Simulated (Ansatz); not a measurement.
# FH5O2Si2 (SMILES O[SiH](O)[SiH2]F): what the fields show

Input file:

```
crystal:
  periodic: [false, false, false]
  atoms:
    - {symbol: O, position_ang: [-1.330537, -1.118511, 0.890692]}
    - {symbol: Si, position_ang: [0.199439, -0.632012, 0.529791]}
    - {symbol: O, position_ang: [0.947063, -1.584451, -0.583545]}
    - {symbol: Si, position_ang: [0.134246, 1.508908, -0.445241]}
    - {symbol: F, position_ang: [-1.222668, 1.573051, -1.316670]}
    - {symbol: H, position_ang: [-2.003273, -0.988358, 0.219205]}
    - {symbol: H, position_ang: [0.907754, -0.692729, 1.834102]}
    - {symbol: H, position_ang: [1.124905, -2.498008, -0.351225]}
    - {symbol: H, position_ang: [0.052912, 2.583708, 0.580058]}
    - {symbol: H, position_ang: [1.273158, 1.797402, -1.354165]}
basis:
  gaussian: {orbitals: def2-TZVPP}
hamiltonian: {xc: pbe0, dispersion: d4}
output: {orbitals: {seedname: orbitals}}
```

Command:

```sh
ansatz run in.yaml --threads 4 --pin off --events-out ev --progress --plain --max-ram 10444MiB
```

Geometry: PBE0-D4/def2-TZVP.

Method: RKS PBE0-D4/def2-TZVPP (Ansatz).

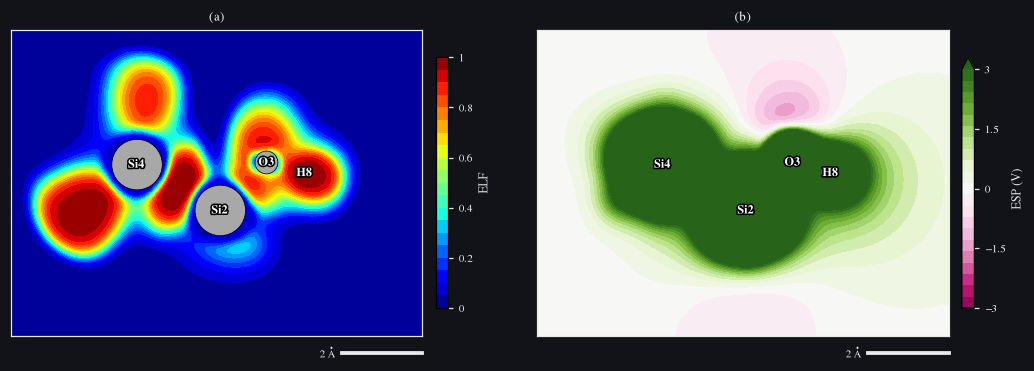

Figure 1. (a) electron localisation function; (b) molecular electrostatic potential on the plane of atoms Si2, O3 and H8. Grey discs cover the atomic cores in the ELF map.

**What does the map show?**

- Atoms in the plane: Si, O and H.
- Si–O (1.64 Å): the ELF peaks at about 0.85 between the atoms, as expected for a polar covalent bond.
- Si–Si (2.35 Å): the ELF peaks at about 1 between the atoms (a shared electron pair).
- O–H (0.96 Å): the ELF climbs to about 1 towards the hydrogen, as it does in any bond to H; an ordinary covalent bond to hydrogen.
- The ELF also peaks beside O3, away from the bonds: lone-pair regions.
- Outside the dense part of the molecule the potential is most negative (−1.4 V) near O3.

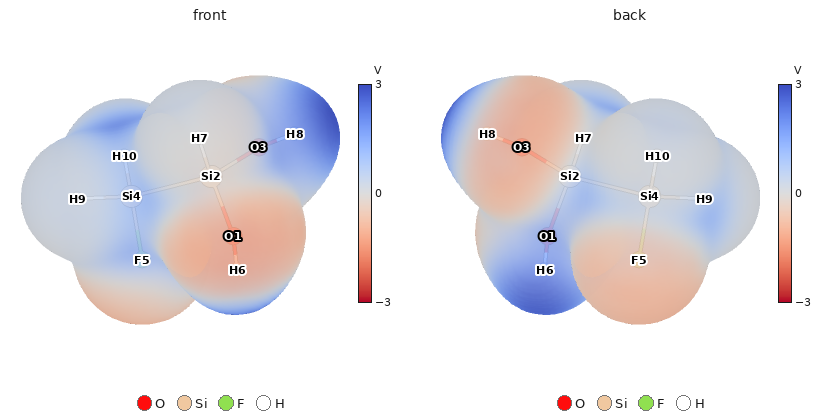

Figure 2. The electrostatic potential painted on the density surface at 0.002 e/bohr³, seen from the front and from behind; the colour scale runs from red (negative) to blue (positive).

**Which sites attract a positive test charge, and which a negative one?**

A positive charge is drawn to the negative regions and a negative charge to the positive ones. The most negative region (about −1.2 V) lies over O1, the most positive (about +2.8 V) over H6 and H8. O1 is the likeliest acceptor of a hydrogen bond.

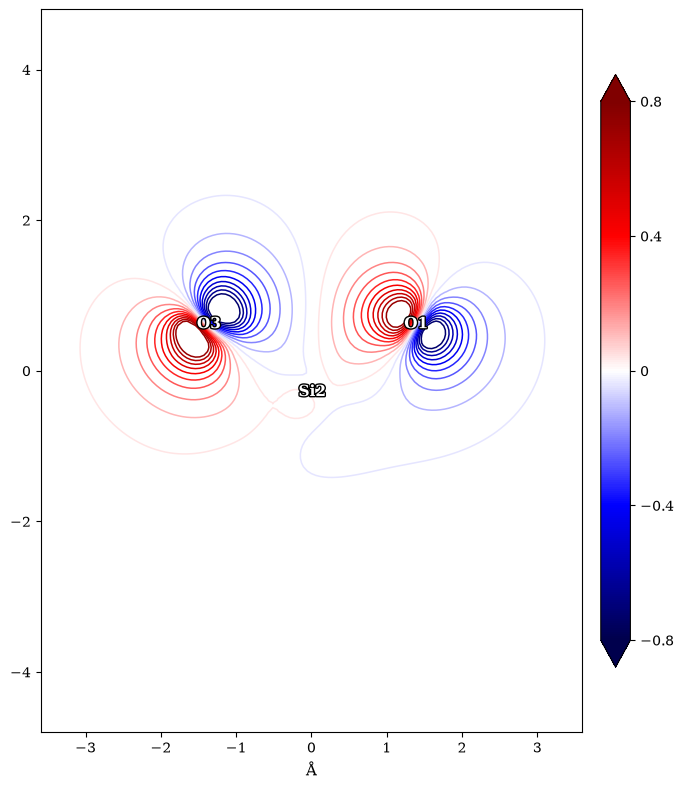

Figure 3. The HOMO−1 on the plane of atoms O1, Si2 and O3 (values in Å⁻³ᐟ²; the overall sign is arbitrary).

**Where does this orbital lie, and at what energy?**

By Hirshfeld shares it lies mainly on O3 (about 35 %), O1 (about 25 %), Si4 (about 10 %) and H9 (about 10 %). Its energy is −9.42 eV.
